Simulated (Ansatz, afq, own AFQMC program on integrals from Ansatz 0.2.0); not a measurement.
# H3 (doublet): AFQMC on the coupled-cluster ladder at distance H1–H2 along a hydrogen transfer = 0.967 Å, cc-pVTZ

How near does AFQMC come to the top of the ladder for H3 (doublet)?

Method: cc-pVTZ, frozen cores; program: Ansatz 0.2.0, Gaussian basis, and an in-house AFQMC program (afq) on its integrals; all values are calculated.

To be run: Full CI; PBE (unrestricted); r2SCAN (unrestricted); PBE0 (unrestricted); B3LYP (unrestricted); wB97M-V (unrestricted); B2PLYP (unrestricted); CCSD(T) on UHF; Phaseless AFQMC, CISD trial on UHF; Phaseless AFQMC, single-determinant trial on UHF.

**1. The geometry**

The geometry derives from fragments relaxed apart (PBE0/def2-TZVP) and kept rigid, so it is no stationary point. A hydrogen atom is moved between rigid fragments.

3 atoms, charge 0, spin multiplicity 2.

Atoms are counted from 1 here; the program's logs count them from 0.

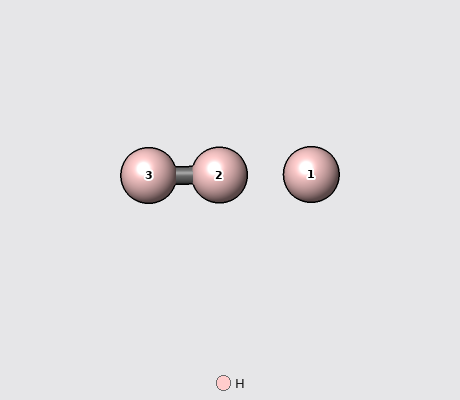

The geometry (hydrogen pink); atoms are numbered from 1 in the order of the file.

Geometry (Å):

```xyz
3
H3
H     0.00000    0.00000   -0.89300
H     0.00000    0.00000    0.07400
H     0.00000    0.00000    0.81900
```

**2. Full CI**

Contents of in.yaml:

```yaml
crystal:
  periodic: [false, false, false]
  atoms:
    - {symbol: H, position_ang: [0.000000, 0.000000, -0.893000]}
    - {symbol: H, position_ang: [0.000000, 0.000000, 0.074000]}
    - {symbol: H, position_ang: [0.000000, 0.000000, 0.819000]}
basis:
  gaussian: {orbitals: cc-pVTZ}
magnetization: {spin_polarized: false, initial_magnetization: 1}
correlation: {method: fci, electrons: outside_noble_gas}
```

Run with:

```bash
$ ansatz run in.yaml --threads 1 --pin off --events-out ev --progress --plain --max-ram 15360MiB --backend cuda --devices 0, --max-vram 18GiB
```

What it wrote:

```text
Functional definition: HF
  name "HF"
  cite "Fock, Z. Phys. 61, 126 (1930) doi:10.1007/BF01340294"
  parent pbe
  exchange = exact_x
  correlation = 0
404 factors; integrals over basis functions are off by at most 2.5e-7 eV
mean field evaluation 1: about -43.0527 eV, gradient 5.9e0 eV
mean field evaluation 2: about -43.0515 eV, gradient 5.9e0 eV
mean field evaluation 4: about -43.3535 eV, gradient 7.5e-1 eV
mean field evaluation 8: about -43.3717 eV, gradient 7.4e-3 eV
mean field -43.37172983 eV, -1.5938816728 hartree, gradient 2.4e-6 eV, S^2 0.750000; 0 other end points of the search recorded, 0 dependent functions left out
mean field evaluation 16: about -43.4641 eV, gradient 2.3e0 eV
reference -43.37172983 eV, -1.5938816728 hartree; 2, 1 occupied and 40, 41 virtual orbitals, 404 factors
state -44.91326249 eV, -1.6505319532 hartree
Total energy: -44.91326249 eV, -1.6505319532 hartree
```

Run time: 7 s. Hardware: 1 × NVIDIA H100 80GB HBM3 with 1 thread of AMD EPYC 7R13 (Zen 3), shared host.

From the report: 10,305 determinants, symmetry A1.

**3. PBE (unrestricted)**

Edit in.yaml of step 2 so:

```diff
@@ -8,3 +8,4 @@
   gaussian: {orbitals: cc-pVTZ}
-magnetization: {spin_polarized: false, initial_magnetization: 1}
-correlation: {method: fci, electrons: outside_noble_gas}
+magnetization: {spin_polarized: true, initial_magnetization: 1}
+hamiltonian: {xc: {name: PBE}}
+output: {orbitals: {seedname: orbitals}}
```

Run with:

```bash
$ ansatz run in.yaml --threads 1 --pin off --events-out ev --progress --plain --max-ram 5120MiB --backend cpu
```

What it wrote:

```text
Functional definition: PBE
  name "PBE"
  cite "Perdew, Burke & Ernzerhof, Phys. Rev. Lett. 77, 3865 (1996) doi:10.1103/PhysRevLett.77.3865"
  parent pbe
  parameter kappa = 0.804
  parameter beta = 0.06672455060314922
  exchange = pbe_x(kappa = kappa, mu = beta*pi^2/3)
  correlation = pbe_c(beta = beta)
180 factors; their error is unknown
mean field evaluation 1: about -44.4821 eV, gradient 7.8e0 eV
mean field evaluation 2: about -44.8622 eV, gradient 3.5e0 eV
mean field evaluation 4: about -44.9605 eV, gradient 2.0e-1 eV
mean field evaluation 8: about -44.9580 eV, gradient 2.2e-4 eV
mean field -44.95803767 eV, -1.6521774107 hartree, gradient 4.0e-5 eV, S^2 0.754413; 0 other end points of the search recorded, 0 dependent functions left out
reference -44.95806325 eV, -1.6521783508 hartree; 2, 1 occupied and 40, 41 virtual orbitals, 180 factors
Total energy: -44.95806325 eV, -1.6521783508 hartree
```

Run time: 0.18 s. Hardware: 1 thread of AMD EPYC 7R13 (Zen 3), shared host.

From the report: ⟨S²⟩ of the determinant 0.754 (pure doublet: 0.75).

**4. r2SCAN (unrestricted)**

Edit in.yaml of step 3 so:

```diff
@@ -9,3 +9,2 @@
 magnetization: {spin_polarized: true, initial_magnetization: 1}
-hamiltonian: {xc: {name: PBE}}
-output: {orbitals: {seedname: orbitals}}
+hamiltonian: {xc: {name: r2SCAN}}
```

The command is unchanged.

What it wrote:

```text
Functional definition: r2SCAN
  name "r2SCAN"
  cite "Furness, Kaplan, Ning, Perdew & Sun, J. Phys. Chem. Lett. 11, 8208 (2020) doi:10.1021/acs.jpclett.0c02405"
  cite "Furness, Kaplan, Ning, Perdew & Sun, J. Phys. Chem. Lett. 11, 9248 (2020) doi:10.1021/acs.jpclett.0c03077"
  parent r2scan
  parameter k0 = 0.174
  parameter k1 = 0.065
  parameter a1 = 4.9479
  exchange = r2scan_x(k0 = k0, k1 = k1, a1 = a1)
  correlation = r2scan_c
180 factors; their error is unknown
mean field evaluation 1: about -44.8340 eV, gradient 6.7e0 eV
mean field evaluation 2: about -45.1476 eV, gradient 2.3e0 eV
mean field evaluation 4: about -45.1873 eV, gradient 1.6e-1 eV
mean field evaluation 8: about -45.1855 eV, gradient 1.3e-2 eV
mean field -45.18551180 eV, -1.6605369307 hartree, gradient 2.4e-5 eV, S^2 0.757563; 0 other end points of the search recorded, 0 dependent functions left out
reference -45.18552188 eV, -1.6605373012 hartree; 2, 1 occupied and 40, 41 virtual orbitals, 180 factors
Total energy: -45.18552188 eV, -1.6605373012 hartree
```

Run time: 0.42 s. Hardware: 1 thread of AMD EPYC 7R13 (Zen 3), shared host.

From the report: ⟨S²⟩ of the determinant 0.758 (pure doublet: 0.75).

**5. PBE0 (unrestricted)**

Edit in.yaml of step 4 so:

```diff
@@ -9,2 +9,3 @@
 magnetization: {spin_polarized: true, initial_magnetization: 1}
-hamiltonian: {xc: {name: r2SCAN}}
+hamiltonian: {xc: {name: PBE0}}
+output: {orbitals: {seedname: orbitals}}
```

The command is unchanged.

What it wrote:

```text
Functional definition: PBE0
  name "PBE0"
  cite "Adamo & Barone, J. Chem. Phys. 110, 6158 (1999) doi:10.1063/1.478522"
  cite "Perdew, Burke & Ernzerhof, Phys. Rev. Lett. 77, 3865 (1996) doi:10.1103/PhysRevLett.77.3865"
  parent pbe
  parameter a = 0.25
  parameter kappa = 0.804
  parameter beta = 0.06672455060314922
  exchange = (1 - a)*pbe_x(kappa = kappa, mu = beta*pi^2/3) + a*exact_x
  correlation = pbe_c(beta = beta)
180 factors; their error is unknown
mean field evaluation 1: about -44.7975 eV, gradient 5.1e0 eV
mean field evaluation 2: about -44.9895 eV, gradient 1.3e0 eV
mean field evaluation 4: about -45.0052 eV, gradient 6.2e-2 eV
mean field evaluation 8: about -45.0029 eV, gradient 2.9e-3 eV
mean field -45.00285017 eV, -1.6538242399 hartree, gradient 8.9e-6 eV, S^2 0.756857; 0 other end points of the search recorded, 0 dependent functions left out
reference -45.00287000 eV, -1.6538249684 hartree; 2, 1 occupied and 40, 41 virtual orbitals, 180 factors
Total energy: -45.00287000 eV, -1.6538249684 hartree
```

It took 0.21 s on 1 thread of AMD EPYC 7R13 (Zen 3), shared host.

From the report: ⟨S²⟩ of the determinant 0.757 (pure doublet: 0.75).

**6. B3LYP (unrestricted)**

Edit in.yaml of step 5 so:

```diff
@@ -9,3 +9,2 @@
 magnetization: {spin_polarized: true, initial_magnetization: 1}
-hamiltonian: {xc: {name: PBE0}}
-output: {orbitals: {seedname: orbitals}}
+hamiltonian: {xc: {name: B3LYP}}
```

Launched as before.

What it wrote:

```text
Functional definition: B3LYP
  name "B3LYP"
  cite "Stephens, Devlin, Chabalowski & Frisch, J. Phys. Chem. 98, 11623 (1994) doi:10.1021/j100096a001"
  cite "Becke, Phys. Rev. A 38, 3098 (1988) doi:10.1103/PhysRevA.38.3098"
  cite "Lee, Yang & Parr, Phys. Rev. B 37, 785 (1988) doi:10.1103/PhysRevB.37.785"
  cite "Vosko, Wilk & Nusair, Can. J. Phys. 58, 1200 (1980) doi:10.1139/p80-159"
  parameter a0 = 0.2
  parameter ax = 0.72
  parameter ac = 0.81
  exchange = (1 - a0 - ax)*slater_x + ax*b88_x + a0*exact_x
  correlation = (1 - ac)*vwn_rpa_c + ac*lyp_c
180 factors; their error is unknown
mean field evaluation 1: about -45.1390 eV, gradient 6.0e0 eV
mean field evaluation 2: about -45.3853 eV, gradient 1.8e0 eV
mean field evaluation 4: about -45.4112 eV, gradient 8.9e-2 eV
mean field evaluation 8: about -45.4089 eV, gradient 2.3e-3 eV
mean field -45.40890018 eV, -1.6687463023 hartree, gradient 2.7e-5 eV, S^2 0.755525; 0 other end points of the search recorded, 0 dependent functions left out
reference -45.40905212 eV, -1.6687518860 hartree; 2, 1 occupied and 40, 41 virtual orbitals, 180 factors
Total energy: -45.40905212 eV, -1.6687518860 hartree
```

Wall time 0.21 s (1 thread of AMD EPYC 7R13 (Zen 3), shared host).

From the report: ⟨S²⟩ of the determinant 0.756 (pure doublet: 0.75).

**7. wB97M-V (unrestricted)**

Edit in.yaml of step 6 so:

```diff
@@ -9,2 +9,3 @@
 magnetization: {spin_polarized: true, initial_magnetization: 1}
-hamiltonian: {xc: {name: B3LYP}}
+hamiltonian: {xc: {name: wB97M-V}}
+output: {orbitals: {seedname: orbitals}}
```

Launched as before.

What it wrote (excerpt; [...] marks lines left out):

```text
Functional definition: wB97M-V
  name "wB97M-V"
  cite "Mardirossian & Head-Gordon, J. Chem. Phys. 144, 214110 (2016) doi:10.1063/1.4952647"
  cite "Becke, J. Chem. Phys. 107, 8554 (1997) doi:10.1063/1.475007"
  cite "Vydrov & Van Voorhis, J. Chem. Phys. 133, 244103 (2010) doi:10.1063/1.3521275"
  # Of w^i u^j: cxij and so on, Table III.
[...]
  gx(w, u) = 1 - cx + cx01*u + cx10*w
  gss(w, u) = css00 + css04*u^4 + css10*w + css20*w^2 + css43*w^4*u^3
  gos(w, u) = cos00 + cos10*w + (cos20 + cos21*u)*w^2 + (cos60 + cos61*u)*w^6
[...]
      + integral(e_c_pw_mod_opposite_spin*gos(b97_w_opposite, b97_u_opposite)) + vv10(b, c)
180 factors; their error is unknown
63 factors; integrals over basis functions are off by at most 2.4e-5 eV
[...]
mean field -44.50840998 eV, -1.6356538978 hartree, gradient 2.3e-5 eV, S^2 0.753820; 0 other end points of the search recorded, 0 dependent functions left out
reference -44.50843767 eV, -1.6356549153 hartree; 2, 1 occupied and 40, 41 virtual orbitals, 180 factors
Total energy: -44.50843767 eV, -1.6356549153 hartree
```

Wall time 0.73 s (1 thread of AMD EPYC 7R13 (Zen 3), shared host).

From the report: ⟨S²⟩ of the determinant 0.754 (pure doublet: 0.75).

**8. B2PLYP (unrestricted)**

Edit in.yaml of step 7 so:

```diff
@@ -9,3 +9,3 @@
 magnetization: {spin_polarized: true, initial_magnetization: 1}
-hamiltonian: {xc: {name: wB97M-V}}
-output: {orbitals: {seedname: orbitals}}
+hamiltonian: {xc: {name: B2PLYP}}
+correlation: {electrons: outside_noble_gas}
```

Launched as before.

What it wrote:

```text
Functional definition: B2PLYP
  name "B2PLYP"
  cite "Grimme, J. Chem. Phys. 124, 034108 (2006) doi:10.1063/1.2148954"
  cite "Becke, Phys. Rev. A 38, 3098 (1988) doi:10.1103/PhysRevA.38.3098"
  cite "Lee, Yang & Parr, Phys. Rev. B 37, 785 (1988) doi:10.1103/PhysRevB.37.785"
  parameter a = 0.53
  parameter c = 0.27
  exchange = (1 - a)*b88_x + a*exact_x
  correlation = (1 - c)*lyp_c + c*(mp2_os + mp2_ss)
213 factors; integrals over basis functions are off by at most 1.2e-3 eV
mean field evaluation 1: about -44.4208 eV, gradient 4.1e0 eV
mean field evaluation 2: about -44.4173 eV, gradient 4.1e0 eV
mean field evaluation 4: about -44.5822 eV, gradient 3.2e-1 eV
mean field evaluation 8: about -44.5836 eV, gradient 4.5e-3 eV
mean field evaluation 16: about -44.5836 eV, gradient 1.7e-6 eV
mean field -44.58363866 eV, -1.6384185009 hartree, gradient 1.7e-6 eV, S^2 0.760252; 0 other end points of the search recorded, 0 dependent functions left out
reference -44.58373681 eV, -1.6384221079 hartree; 2, 1 occupied and 40, 41 virtual orbitals, 213 factors
second order -1.30817638 eV of doubles, -0.00000000 eV of singles
Total energy: -44.93694443 eV, -1.6514022486 hartree
```

Run time: 0.24 s. Hardware: 1 thread of AMD EPYC 7R13 (Zen 3), shared host.

From the report: ⟨S²⟩ of the determinant 0.760 (pure doublet: 0.75).

**9. CCSD(T) on UHF**

Edit in.yaml of step 8 so:

```diff
@@ -9,3 +9,2 @@
 magnetization: {spin_polarized: true, initial_magnetization: 1}
-hamiltonian: {xc: {name: B2PLYP}}
-correlation: {electrons: outside_noble_gas}
+correlation: {method: ccsd_t, electrons: outside_noble_gas, hamiltonian_folder: ham}
```

Run with:

```bash
$ ansatz run in.yaml --threads 1 --pin off --events-out ev --progress --plain --max-ram 15360MiB --backend cuda --devices 0, --max-vram 18GiB
```

What it wrote (excerpt; [...] marks lines left out):

```text
Functional definition: HF
  name "HF"
  cite "Fock, Z. Phys. 61, 126 (1930) doi:10.1007/BF01340294"
  parent pbe
[...]
213 factors; integrals over basis functions are off by at most 1.2e-3 eV
[...]
mean field -43.54332619 eV, -1.6001877227 hartree, gradient 1.7e-6 eV, S^2 0.769336; 0 other end points of the search recorded, 0 dependent functions left out
reference -43.54332619 eV, -1.6001877227 hartree; 2, 1 occupied and 40, 41 virtual orbitals, 213 factors
second order -1.06695945 eV of doubles, -0.00000000 eV of singles
cycle   1  -1.25010658 eV  change   -1.8e-1 eV  update   3.3e-2
[...]
cycle   9  -1.35606210 eV  change   -8.8e-7 eV  update   2.2e-6
perturbative correction -0.01116252 eV, -0.0004102149 hartree
Total energy: -44.91055080 eV, -1.6504323006 hartree
```

Run time: 2.8 s. Hardware: 1 × NVIDIA H100 80GB HBM3 with 1 thread of AMD EPYC 7R13 (Zen 3), shared host.

From the report: ⟨S²⟩ of the determinant 0.769 (pure doublet: 0.75); correlation -1.3672 eV; T1 0.015; largest double amplitude 0.06.

This run also writes the integrals to the folder ham.

**10. Phaseless AFQMC, CISD trial on UHF**

It reads the integrals that the CCSD(T) run on this determinant wrote.

Run with:

```bash
$ afq ham --method phaseless --trial cisd --walkers 4000 --populations 20 --least-time 60 --time-step 0.005 --steps-per-block 50 --equilibration-blocks 28 --max-blocks 4000 --target-error 0.00011 --factor-cut 1e-05 --start spin_pure --seed 1487 --release-times 0.24,0.51,0.99,1.62,2.4 --release-step 0.03 --release-every 3 --taylor-order 6
```

What it wrote:

```text
orbitals 42  electrons 2 1  factors 213 of 213
reference energy -1.60018772 Eh
CCSD correlation -0.04983436 Eh in 9 cycles, weight of the determinant in the CISD state 0.9744
energy of the start -1.650000 Eh
 block  time / (1/Eh)  mean weight  energy / Eh
     1     0.250  0.9998  -1.650086
     2     0.500  1.0000  -1.650189
     3     0.750  0.9999  -1.650271
     4     1.000  0.9998  -1.650353
     5     1.250  1.0000  -1.650388
     6     1.500  1.0000  -1.650428
     7     1.750  1.0000  -1.650462
     8     2.000  1.0001  -1.650465
     9     2.250  1.0001  -1.650474
    10     2.500  1.0002  -1.650513
    11     2.750  0.9999  -1.650503
    12     3.000  1.0001  -1.650514
    13     3.250  0.9999  -1.650505
    14     3.500  1.0003  -1.650487
    15     3.750  1.0000  -1.650510
    16     4.000  1.0000  -1.650538
    17     4.250  1.0001  -1.650518
    18     4.500  0.9998  -1.650526
    19     4.750  1.0000  -1.650549
    20     5.000  1.0000  -1.650544
    21     5.250  0.9999  -1.650518
    22     5.500  0.9998  -1.650515
    23     5.750  0.9998  -1.650514
    24     6.000  1.0000  -1.650485
    25     6.250  1.0000  -1.650490
    26     6.500  0.9998  -1.650457
    27     6.750  1.0001  -1.650493
    28     7.000  1.0000  -1.650478
    29     7.250  0.9998  -1.650501
    30     7.500  1.0002  -1.650507
    31     7.750  1.0001  -1.650523
    32     8.000  1.0000  -1.650529
    33     8.250  1.0000  -1.650509
    34     8.500  1.0002  -1.650509
    35     8.750  0.9999  -1.650525
    36     9.000  1.0001  -1.650520
    37     9.250  0.9999  -1.650518
    38     9.500  1.0000  -1.650531
    39     9.750  1.0000  -1.650485
    40    10.000  1.0000  -1.650508
    41    10.250  1.0000  -1.650508
    42    10.500  1.0003  -1.650536
    43    10.750  0.9999  -1.650533
    44    11.000  1.0001  -1.650527
    45    11.250  0.9998  -1.650491
    46    11.500  1.0002  -1.650520
    47    11.750  0.9999  -1.650527
    48    12.000  1.0001  -1.650534
    49    12.250  1.0000  -1.650528
    50    12.500  1.0001  -1.650520
    51    12.750  1.0000  -1.650524
    52    13.000  1.0000  -1.650517
    53    13.250  1.0001  -1.650513
    54    13.500  1.0000  -1.650515
    55    13.750  1.0000  -1.650514
    56    14.000  1.0001  -1.650494
    57    14.250  1.0001  -1.650570
    58    14.500  1.0001  -1.650519
    59    14.750  1.0000  -1.650501
    60    15.000  1.0001  -1.650528
    61    15.250  1.0000  -1.650513
    62    15.500  1.0001  -1.650554
    63    15.750  1.0002  -1.650534
    64    16.000  0.9999  -1.650515
    65    16.250  0.9999  -1.650513
    66    16.500  0.9999  -1.650557
    67    16.750  1.0001  -1.650498
    68    17.000  0.9998  -1.650496
    69    17.250  0.9999  -1.650507
    70    17.500  0.9999  -1.650513
    71    17.750  0.9999  -1.650533
    72    18.000  0.9999  -1.650531
    73    18.250  1.0000  -1.650520
    74    18.500  1.0000  -1.650521
    75    18.750  0.9999  -1.650505
    76    19.000  1.0001  -1.650523
    77    19.250  1.0000  -1.650508
    78    19.500  1.0000  -1.650496
error from the spread of 20 populations
released: time / (1/Eh)  energy / Eh  error  mean overlap
  0.24  -1.650525  0.000006  0.9997
  0.51  -1.650528  0.000005  0.9985
  0.99  -1.650526  0.000004  0.9976
  1.62  -1.650534  0.000004  0.9935
  2.40  -1.650530  0.000004  0.9879
energy -1.650518 +/- 0.000005 Eh
```

Run time: 46 s. Hardware: 1 × NVIDIA H100 80GB HBM3 with 2 threads of AMD EPYC 7R13 (Zen 3), shared host.

Energy -44.9129 ± 0.0001 eV. Caveats: constraint bias not in the error.

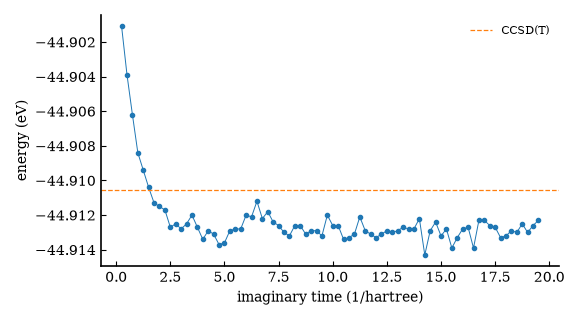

Block energies along the walk.

**11. Phaseless AFQMC, single-determinant trial on UHF**

It reads the integrals that the CCSD(T) run on this determinant wrote.

Run with:

```bash
$ afq ham --method phaseless --trial hf --walkers 4000 --populations 20 --least-time 40 --time-step 0.005 --steps-per-block 20 --equilibration-blocks 112 --max-blocks 4000 --target-error 0.00055 --factor-cut 1e-05 --start spin_pure --seed 9029 --taylor-order 6
```

What it wrote:

```text
orbitals 42  electrons 2 1  factors 213 of 213
reference energy -1.60018772 Eh
CCSD correlation -0.04983436 Eh in 9 cycles, weight of the determinant in the CISD state 0.9744
energy of the start -1.600648 Eh
 block  time / (1/Eh)  mean weight  energy / Eh
     1     0.100  1.0003  -1.613846
     2     0.200  1.0003  -1.622274
     3     0.300  1.0002  -1.628251
     4     0.400  1.0002  -1.632441
     5     0.500  1.0000  -1.635431
     6     0.600  1.0002  -1.638116
     7     0.700  1.0001  -1.640238
     8     0.800  1.0001  -1.641741
     9     0.900  1.0000  -1.642744
    10     1.000  1.0002  -1.644211
    13     1.300  0.9999  -1.646623
    17     1.700  0.9999  -1.648776
    21     2.100  0.9999  -1.649062
    25     2.500  0.9997  -1.649710
    29     2.900  1.0001  -1.649765
    33     3.300  1.0003  -1.649679
    37     3.700  1.0000  -1.650261
    41     4.100  1.0002  -1.650137
    45     4.500  1.0001  -1.650153
    49     4.900  1.0000  -1.650102
    53     5.300  1.0000  -1.649832
    57     5.700  1.0000  -1.649544
    61     6.100  1.0002  -1.650324
    65     6.500  0.9999  -1.650739
    69     6.900  0.9999  -1.649315
    73     7.300  1.0002  -1.650627
    77     7.700  1.0000  -1.650539
    81     8.100  1.0000  -1.650036
    85     8.500  1.0000  -1.650695
    89     8.900  1.0000  -1.650557
    93     9.300  0.9999  -1.651073
    97     9.700  1.0002  -1.651113
   101    10.100  1.0000  -1.650402
   105    10.500  0.9999  -1.650888
   109    10.900  0.9999  -1.651672
   113    11.300  1.0000  -1.650975
   117    11.700  1.0000  -1.650110
   121    12.100  1.0001  -1.650120
   125    12.500  1.0000  -1.651042
   129    12.900  1.0001  -1.649872
   133    13.300  0.9998  -1.650611
   137    13.700  1.0001  -1.650818
   141    14.100  1.0000  -1.650362
   145    14.500  1.0002  -1.649713
   149    14.900  0.9999  -1.649499
   153    15.300  1.0002  -1.650458
   157    15.700  1.0001  -1.650042
   161    16.100  1.0000  -1.650929
   165    16.500  1.0002  -1.650679
   169    16.900  1.0001  -1.650315
   173    17.300  1.0001  -1.650935
   177    17.700  1.0002  -1.650881
   181    18.100  1.0000  -1.650537
   185    18.500  0.9999  -1.650239
   189    18.900  0.9999  -1.649079
error from the spread of 20 populations
energy -1.650307 +/- 0.000139 Eh
```

Run time: 27 s. Hardware: 1 × NVIDIA H100 80GB HBM3 with 2 threads of AMD EPYC 7R13 (Zen 3), shared host.

Energy -44.9071 ± 0.0038 eV. Caveats: constraint bias not in the error.

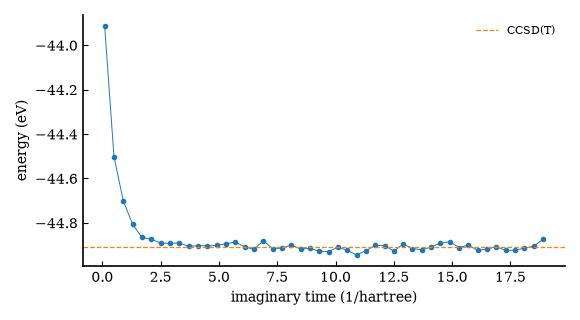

Block energies along the walk.

**12. All levels side by side**

On the UHF determinant, counted from full CI (exact for this spin and basis):

```
                                                              level  energy (eV)  from full CI (kcal/mol)  statistical error (kcal/mol)  time
                                                                 HF     -43.5433                   +31.59                                    
                                                                MP2     -44.6103                    +6.99                                    
                                                               CCSD     -44.8994                    +0.32                                    
                                                            CCSD(T)     -44.9106                    +0.06                                    
                                                            full CI     -44.9133                     0.00                                    
              Phaseless AFQMC, CISD trial, step 0.005, 4000 walkers     -44.9129                    +0.01                          0.00  46 s
Phaseless AFQMC, single-determinant trial, step 0.005, 4000 walkers     -44.9071                    +0.14                          0.09  27 s
```

The functionals' totals stand on their own zeros and serve differences with other points: PBE -44.958 eV; r2SCAN -45.186 eV; PBE0 -45.003 eV; B3LYP -45.409 eV; wB97M-V -44.508 eV; B2PLYP -44.937 eV.

**13. What came out**

| quantity | value |
| --- | --- |
| CCSD(T) on UHF from full CI | +0.06 kcal/mol |
| Phaseless AFQMC, CISD trial on UHF from full CI | +0.01 ± 0.00 kcal/mol |
| Phaseless AFQMC, single-determinant trial on UHF from full CI | +0.14 ± 0.09 kcal/mol |

In words: On UHF the phaseless walk with the CISD trial lies +0.01 kcal/mol from full CI, within three error bars. Error bars are statistical and leave out the constraint, the time step and what remains of the start.
